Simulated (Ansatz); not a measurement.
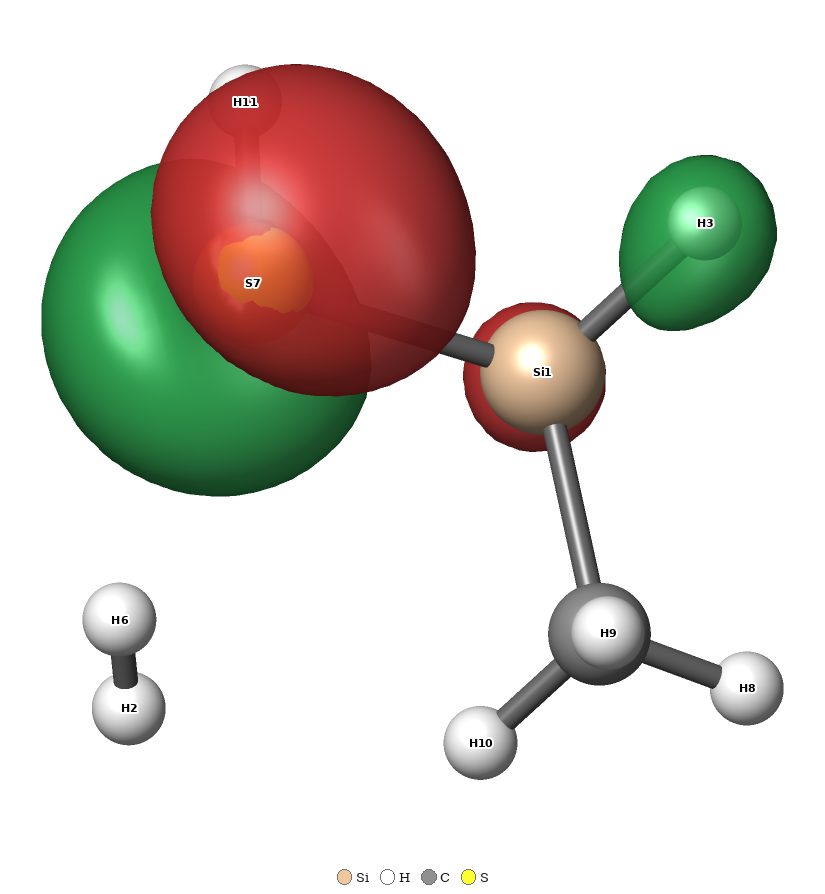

*CH₆SSi···H₂. The HOMO at ±0.15 Å⁻³ᐟ² (green and red are the two phases), seen at a tilt.*

The product side of a reaction path; geometry: PBE0-D4/def2-TZVP.

Computed with RKS PBE0-D4/def2-TZVPP (Ansatz 0.2.0).

```xyz
11

Si   -0.6655   -0.6378   -0.2912
H     1.5073    2.5167   -0.9213
H    -1.6409   -1.7607   -0.3039
H    -1.1257    0.3801   -1.2728
C    -0.5032    0.0933    1.4144
H     1.6461    1.7906   -1.0324
S     1.2842   -1.3496   -0.8336
H    -1.4704    0.4684    1.7576
H    -0.1556   -0.6575    2.1273
H     0.2056    0.9239    1.4127
H     0.9181   -1.7675   -2.0566
```

Question: What is the character of this orbital?

Answer: By Hirshfeld shares it lies mainly on S7 (about 75 %); largely a lone pair of S7. Its energy is −7.35 eV.
